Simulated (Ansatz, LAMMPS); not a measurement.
## Atom list for Aqueous Sr2+ and TFSI-, 8.8 mol of salt per kg of water, relaxed from a frame at 360 K (150 atoms)

The starting structure: 19 H2O, 3 Sr2+, 6 TFSI- placed at random, at 1.99 g/cm³; overlaps pushed apart, then 10 ps at 420 K with divalent ions of Li, Roberts, Chakravorty and Merz (J. Chem. Theory Comput. 9, 2733 (2013)); MMFF94 bonds, angles, torsions, charges and radii (Halgren, J. Comput. Chem. 17, 490 (1996)) in harmonic and 12-6 forms; SPC/E water (Berendsen, Grigera and Straatsma, J. Phys. Chem. 91, 6269 (1987)); charges of ions scaled by 0.85. Snapshot after 20 ps at 360 K and fixed volume.

Calculated values (Ansatz 0.2.0, Kohn-Sham DFT, PBEsol, PAW (set soft_2), plane waves; cutoff 420 eV, Γ point, fermi-dirac smearing of 0.05 eV; density 1.99 g/cm³) for step 2 of a relaxation.

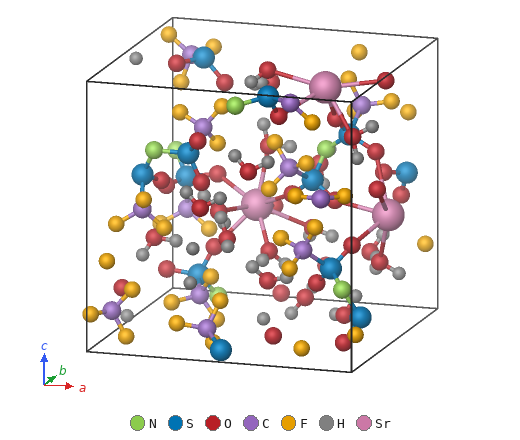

The structure (nitrogen green, sulfur blue, oxygen red, carbon purple, fluorine orange, hydrogen grey, strontium pink). Bonds to atoms that aren't drawn are left out. Some periodic images of atoms are drawn too.

Cell vectors (Å):

```
12.398 0.000 0.000
0.000 12.398 0.000
0.000 0.000 12.398
```

Positions (Å):

```
1 N 0.537 11.249 6.633
2 S 1.328 10.323 5.700
3 O 0.818 8.956 5.580
4 O 2.761 10.369 5.919
5 C 1.098 11.120 4.027
6 F 0.931 0.059 4.211
7 F 0.012 10.601 3.394
8 F 2.161 10.980 3.220
9 S 11.327 11.246 6.427
10 O 10.858 11.884 5.218
11 O 10.664 9.979 6.693
12 C 10.938 0.066 7.824
13 F 9.642 0.413 7.780
14 F 11.691 1.189 7.751
15 F 11.194 11.895 9.042
16 N 6.710 0.772 11.612
17 S 6.245 0.117 0.524
18 O 7.207 12.294 1.610
19 O 5.429 11.314 0.435
20 C 5.148 1.488 1.110
21 F 5.103 2.517 0.228
22 F 5.595 2.018 2.288
23 F 3.885 1.033 1.360
24 S 7.925 1.742 11.898
25 O 8.120 2.689 10.788
26 O 7.915 2.519 0.737
27 C 9.358 0.550 11.989
28 F 10.250 0.956 11.072
29 F 8.973 11.657 11.675
30 F 9.896 0.514 0.789
31 N 1.948 3.728 8.513
32 S 1.219 4.308 7.198
33 O 1.677 5.598 6.667
34 O 12.195 4.321 7.357
35 C 1.643 2.963 5.971
36 F 2.057 1.884 6.686
37 F 2.530 3.376 5.083
38 F 0.554 2.550 5.298
39 S 3.487 3.906 8.446
40 O 4.237 2.973 9.286
41 O 4.060 4.032 7.125
42 C 3.618 5.646 9.238
43 F 2.431 5.976 9.756
44 F 3.997 6.555 8.322
45 F 4.499 5.648 10.264
46 N 3.145 9.274 0.616
47 S 2.560 9.002 11.563
48 O 1.672 7.829 11.504
49 O 3.534 9.030 10.483
50 C 1.511 10.445 11.279
51 F 1.047 10.379 9.998
52 F 2.172 11.593 11.418
53 F 0.466 10.413 12.126
54 S 2.533 8.347 1.761
55 O 3.183 8.590 3.036
56 O 1.064 8.268 1.925
57 C 3.133 6.649 1.273
58 F 3.828 6.119 2.297
59 F 3.918 6.674 0.211
60 F 2.097 5.790 1.060
61 N 11.135 2.536 3.097
62 S 10.240 3.675 3.735
63 O 9.345 4.376 2.836
64 O 10.935 4.568 4.644
65 C 9.290 2.571 4.764
66 F 8.072 3.144 5.089
67 F 9.937 2.312 5.918
68 F 9.052 1.373 4.183
69 S 11.833 3.038 1.762
70 O 11.024 3.087 0.531
71 O 0.298 4.214 1.962
72 C 0.642 1.659 1.542
73 F 0.035 0.469 1.611
74 F 1.557 1.769 2.551
75 F 1.288 1.723 0.394
76 N 8.537 8.216 8.003
77 S 8.236 7.218 6.803
78 O 9.410 6.803 6.059
79 O 7.135 7.662 5.972
80 C 7.625 5.708 7.672
81 F 8.667 4.975 8.125
82 F 6.936 4.939 6.833
83 F 6.848 6.038 8.707
84 S 9.758 7.806 8.864
85 O 9.466 6.751 9.825
86 O 11.065 7.612 8.228
87 C 9.843 9.342 9.858
88 F 9.303 9.116 11.078
89 F 9.191 10.352 9.312
90 F 11.137 9.647 10.064
91 O 4.044 6.565 5.195
92 H 4.564 5.781 4.882
93 H 3.473 6.229 5.951
94 O 7.303 11.076 6.588
95 H 7.433 11.204 5.616
96 H 7.500 11.926 7.040
97 O 11.099 8.056 3.067
98 H 11.973 8.147 2.586
99 H 10.662 8.953 3.032
100 O 6.803 5.135 2.562
101 H 7.746 4.973 2.832
102 H 6.226 4.712 3.259
103 O 1.288 5.790 3.973
104 H 0.961 5.109 3.314
105 H 2.285 5.835 3.885
106 O 5.104 0.656 6.821
107 H 5.950 0.918 7.273
108 H 4.378 0.905 7.429
109 O 12.123 5.773 11.999
110 H 0.144 5.370 0.397
111 H 0.148 6.661 11.889
112 O 7.007 1.742 8.379
113 H 6.282 2.024 8.986
114 H 7.849 1.969 8.830
115 O 7.408 8.672 1.008
116 H 7.477 9.613 1.279
117 H 6.772 8.643 0.246
118 O 5.966 8.243 10.872
119 H 5.799 7.277 11.072
120 H 5.073 8.623 10.631
121 O 4.927 11.915 4.262
122 H 4.811 0.121 3.495
123 H 4.949 0.073 5.086
124 O 5.283 3.965 4.639
125 H 4.972 4.040 5.583
126 H 5.610 3.045 4.539
127 O 11.107 4.117 9.741
128 H 11.920 4.442 10.192
129 H 11.329 4.096 8.768
130 O 6.798 5.160 12.221
131 H 6.617 5.113 0.806
132 H 6.251 4.450 11.802
133 O 7.198 10.386 3.789
134 H 6.826 11.120 3.239
135 H 8.142 10.282 3.500
136 O 9.760 7.057 0.759
137 H 9.119 7.791 0.578
138 H 10.220 7.285 1.621
139 O 9.830 10.573 2.842
140 H 10.252 11.129 3.547
141 H 9.954 11.043 1.988
142 O 5.480 9.338 7.658
143 H 6.310 9.902 7.558
144 H 5.234 9.392 8.619
145 O 6.033 7.705 3.264
146 H 6.044 6.730 3.070
147 H 6.669 8.099 2.616
148 Sr 9.537 5.043 11.662
149 Sr 11.890 6.863 5.562
150 Sr 5.018 9.108 4.973
```

**Question.** What force acts on each atom?

Columns: atom, fx, fy, fz (forces in eV/Å).

```
1 -1.020 0.490 0.595
2 1.368 -1.345 -0.887
3 -0.293 0.032 -0.175
4 -0.158 0.310 0.219
5 0.024 0.917 -1.048
6 -0.043 -1.274 0.046
7 0.912 0.443 0.426
8 -0.555 -0.022 0.511
9 -0.731 -0.633 0.573
10 0.111 0.586 -0.299
11 0.556 0.553 0.353
12 0.596 0.395 1.460
13 0.488 -0.301 -0.093
14 -0.574 -0.908 -0.240
15 -0.096 0.666 -1.582
16 0.967 0.248 -1.535
17 -1.534 -3.213 3.255
18 0.523 0.890 -0.456
19 -0.185 1.123 -1.370
20 -1.166 1.261 1.153
21 -0.482 -0.781 0.517
22 -0.227 -0.486 -0.522
23 1.077 0.370 -0.468
24 0.193 2.780 0.365
25 0.277 -1.138 -0.486
26 0.128 -1.059 -0.089
27 0.368 -1.258 -1.323
28 -0.175 -0.276 0.577
29 0.339 1.562 0.339
30 0.146 0.087 0.263
31 -1.666 0.164 -0.844
32 1.032 0.527 0.401
33 0.301 -0.331 0.292
34 -1.330 -0.462 0.045
35 -0.736 -1.435 -0.582
36 0.274 0.718 -0.757
37 0.145 -0.317 0.216
38 0.237 0.550 0.412
39 2.934 -0.144 1.498
40 -1.109 0.613 -0.029
41 -0.073 0.425 -0.762
42 0.101 0.219 0.527
43 0.423 0.016 -0.486
44 -0.204 -0.433 0.508
45 -0.063 -0.187 -0.665
46 -0.191 -0.139 0.349
47 -0.635 -2.017 -0.716
48 0.269 1.180 0.193
49 -0.172 0.689 0.444
50 -1.042 0.850 -1.095
51 0.541 0.070 0.982
52 -0.076 -0.239 0.148
53 0.426 0.138 -0.257
54 -1.464 0.269 1.310
55 0.557 0.186 -0.423
56 1.671 0.047 -1.052
57 -0.440 -1.540 0.247
58 -0.027 0.115 -0.122
59 -0.011 -0.047 0.121
60 0.829 0.767 -0.110
61 0.093 0.614 -0.965
62 0.374 1.161 -0.028
63 -0.034 -0.307 -0.375
64 0.244 -0.039 0.164
65 -2.039 -1.929 2.041
66 1.403 -0.454 -0.573
67 -0.247 0.561 -0.694
68 -0.124 1.154 0.068
69 0.341 0.351 -1.028
70 0.353 0.092 0.962
71 -0.490 -0.242 -0.151
72 0.984 -0.832 0.848
73 0.093 0.309 0.126
74 -0.799 0.059 -0.890
75 -0.217 0.460 -0.211
76 -0.765 -0.479 -1.442
77 -0.908 0.831 -0.737
78 0.464 -0.315 -0.107
79 0.260 0.055 0.656
80 -0.109 -1.067 0.379
81 -0.324 0.164 -0.269
82 -0.042 0.232 -0.053
83 0.210 -0.028 -0.329
84 2.031 -0.716 0.732
85 -0.227 0.068 0.543
86 -0.637 0.185 -0.177
87 0.451 0.657 1.474
88 0.002 -0.104 -0.467
89 0.083 -0.171 -0.156
90 -0.792 -0.288 -0.261
91 -0.391 -0.468 0.565
92 -0.310 0.519 0.263
93 0.634 0.203 -0.823
94 0.242 0.279 -0.006
95 -0.047 -0.117 0.242
96 -0.101 -0.429 -0.326
97 0.016 -0.265 0.037
98 -0.333 0.133 0.322
99 0.199 -0.169 -0.068
100 -0.546 0.019 0.366
101 -0.412 -0.038 -0.097
102 0.445 -0.003 -0.263
103 0.372 -0.294 -0.484
104 0.347 0.540 0.328
105 -1.170 0.062 0.298
106 -0.129 0.065 -0.175
107 -0.428 0.120 -0.017
108 0.330 -0.057 -0.230
109 -0.112 -0.051 -0.110
110 -0.109 0.170 -0.231
111 -0.078 -0.445 0.051
112 -0.169 0.019 0.062
113 0.498 -0.007 -0.201
114 -0.473 -0.024 0.066
115 0.196 0.187 0.247
116 -0.216 -0.221 -0.326
117 0.000 0.138 -0.210
118 0.146 -0.888 0.470
119 0.184 1.146 -0.360
120 0.430 -0.416 0.546
121 0.014 0.108 -0.225
122 -0.066 -0.333 0.567
123 -0.018 -0.055 0.099
124 -0.011 -0.128 0.205
125 0.244 -0.394 -0.379
126 -0.233 0.423 0.169
127 -0.003 0.083 0.385
128 -0.169 -0.081 -0.264
129 -0.045 0.110 0.769
130 -0.099 -0.212 -0.378
131 0.162 -0.137 -0.075
132 0.484 0.539 0.452
133 -0.167 0.089 0.089
134 0.345 -0.177 0.228
135 -0.174 0.201 -0.096
136 -0.114 0.057 0.062
137 -0.052 -0.223 0.452
138 -0.252 0.007 -0.350
139 -0.010 -0.008 0.018
140 -0.118 -0.050 -0.173
141 -0.089 -0.115 0.511
142 0.425 0.523 0.449
143 -0.745 -0.349 0.015
144 0.169 -0.116 -1.031
145 -0.026 -0.119 -0.018
146 0.468 0.442 -0.084
147 -0.154 -0.151 -0.226
148 0.190 -0.011 -0.054
149 -0.044 0.054 -0.169
150 0.107 0.061 0.165
```

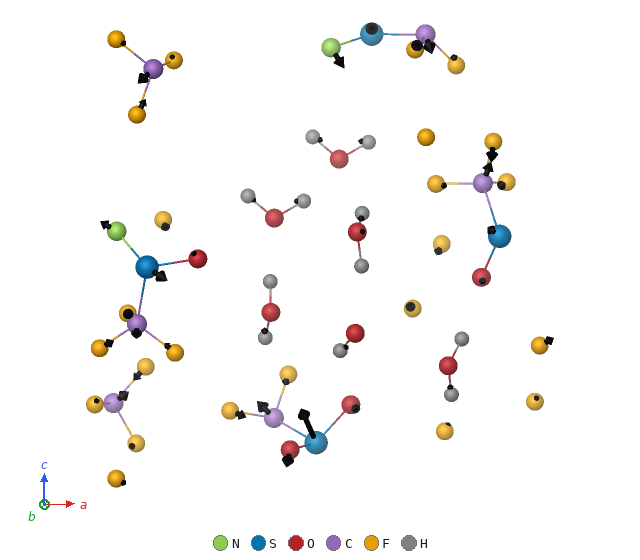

The forces as arrows, the longest 4.82 eV/Å. Drawn is a slice 4 Å thick, seen along the normal of the ac plane. Bonds to atoms that aren't drawn are left out.

The network of contacts between molecules at the start is that of the classical potential that made the cell. The functional has no dispersion term, which matters for the binding between molecules or layers. The density was typed from a rule of thumb and may lie off the real one at this temperature. Only the Γ point is sampled, in a cell whose shortest periodic width is 12 Å.

The r.m.s. force component is 0.652 eV/Å; the longest force, 4.82 eV/Å, acts on S17. The energy lies 38.5 meV/atom below that of the first step of this run.

[Logs are printed without paths, hosts, clocks, repeated set-up lines and the standing remarks that a program may print on its own settings, such as how far it seeks lower states.]

[Hosts, paths, dates, database ids (printed as entryN), source tags and the programs' standing remarks are cut or masked in the printed files.]

[The MMFF94 radii named for the starting cell were scaled by 0.96; in molecules described by MMFF94, hydrogen bound to N, O or S took a small fixed 12-6 site in their place.]
